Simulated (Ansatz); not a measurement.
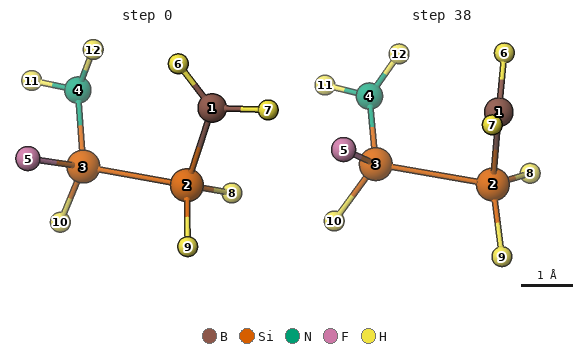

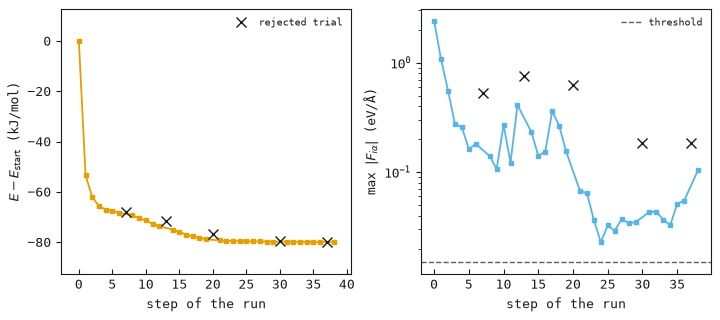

First and last geometry of a relaxation of BSi₂NH₇F, with the history of the run. Style: ball-and-stick. Shown at a tilt.

The run prepares an end point of a later path (inversion) calculation, from a guessed geometry.

Computed with RKS PBE-D4/def2-SVP in Ansatz. (no spin polarisation; force threshold 0.015 eV/Å; at most 40 steps)

Read the history and describe the run.

The relaxation stopped without meeting its thresholds, so the last structure isn't shown to be converged. H7 moves most after the best rigid fit: 1.61 Å. Largest moves by element: H 1.61 Å, F 0.62 Å, Si 0.28 Å, B 0.21 Å, N 0.14 Å. Some distances before and after: Si2–Si3 2.210 → 2.375 Å, B1–H6 1.115 → 1.219 Å, Si2–H8 1.429 → 1.507 Å, Si3–H10 1.438 → 1.504 Å. Among the angles between lasting bonds that change: B1–Si2–Si3 107.8° → 93.2°, Si3–N4–H12 107.9° → 121.2°, Si3–N4–H11 112.9° → 121.5°. Groups turn about B1–Si2 by about 85°, Si2–Si3 by about 25°. After 33 accepted moves (38 points after the start) the energy has fallen by 80.0 kJ/mol. Largest force component: 2.4 eV/Å at the start, 0.1 eV/Å at the end. The line search rejected the trial steps at points 7, 13, 20, 30, 37 of the run. The run took 100 s on 2 threads of Intel(R) Xeon(R) Platinum 8375C CPU @ 2.90GHz (Ice Lake), on a shared host, peak memory 0.18 GiB.

```tsv
step	E − E(0), kJ/mol	largest force component, eV/Å	note
0	0.00	2.4130	
1	-53.40	1.0697	
2	-62.09	0.5554	
3	-65.71	0.2748	
4	-67.04	0.2570	
5	-67.61	0.1623	
6	-68.24	0.1812	
7	-67.92	0.5259	rejected
8	-69.40	0.1401	
9	-70.48	0.1064	
10	-71.35	0.2705	
11	-72.73	0.1220	
13	-71.62	0.7498	rejected
14	-75.03	0.2330	
16	-77.01	0.1538	
17	-77.73	0.3599	
19	-78.89	0.1545	
20	-76.63	0.6195	rejected
22	-79.50	0.0642	
23	-79.56	0.0365	
25	-79.67	0.0326	
26	-79.71	0.0291	
28	-79.78	0.0341	
29	-79.82	0.0349	
31	-79.82	0.0432	
32	-79.88	0.0434	
34	-79.92	0.0327	
35	-79.95	0.0513	
37	-79.89	0.1861	rejected
38	-80.01	0.1045
```
